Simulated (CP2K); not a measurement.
Acetamide has these distinct C atoms: C1 (bonded to C and 3 H) and C2 (bonded to C, N and O).

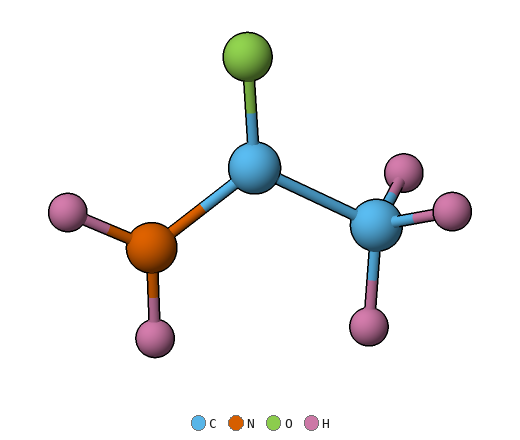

The molecule (carbon blue, nitrogen orange, oxygen green, hydrogen pink).

```xyz
9

C    -1.0648   -0.1888   -0.2609
C     0.1736    0.0480    0.5872
N     1.3406    0.2465   -0.1067
O     0.1431    0.0627    1.8201
H    -1.4568   -1.1893   -0.0380
H    -0.8860   -0.1069   -1.3402
H    -1.8330    0.5371    0.0327
H     2.1954    0.3804    0.4226
H     1.3880    0.2103   -1.1168
```

Their partial C K spectra (CP2K XAS_TDP, all-electron GAPW, PBEh(45%), aug-cc-pVDZ, TDA, GW2X-corrected core level, no relativity) are given in random order, each times the number of alike atoms.

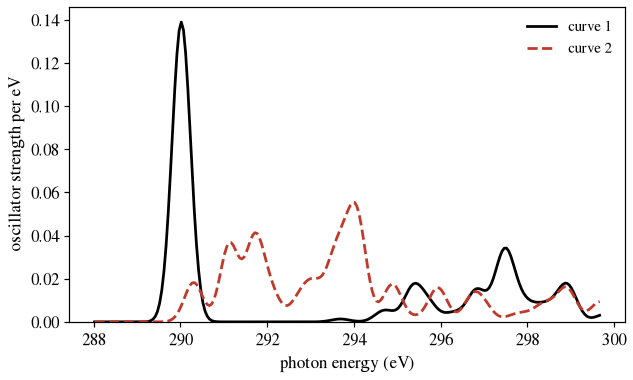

Gaussian full width 0.5 eV, oscillator strength per eV, alike atoms added, rows of zeros left out.

**Question.** Which curve belongs to which atom?

Curve 1: C2 (bonded to C, N and O), leading line at 290.02 eV (f = 0.074 an atom), ionisation energy 295.72 eV, term value 5.70 eV. Curve 2: C1 (bonded to C and 3 H), leading line at 290.30 eV (f = 0.010 an atom), ionisation energy 292.66 eV, term value 2.36 eV. The leading line of an atom is its first one with 35 % of the strongest within 2.5 eV of its lowest line over the strength cut. A line lies at the core ionisation energy, which rises as an atom loses charge to its neighbours or to a π system, less the term value, which is large for a low π* or σ* orbital with weight on that atom.

[Banner, clock and machine lines of the logs are left out without a mark of their own.]

[Logs are printed without paths, hosts, clocks, repeated set-up lines and the standing remarks that a program may print on its own settings, such as how far it seeks lower states.]

[Hosts, paths, dates, database ids (printed as entryN), source tags and the programs' standing remarks are cut or masked in the printed files.]
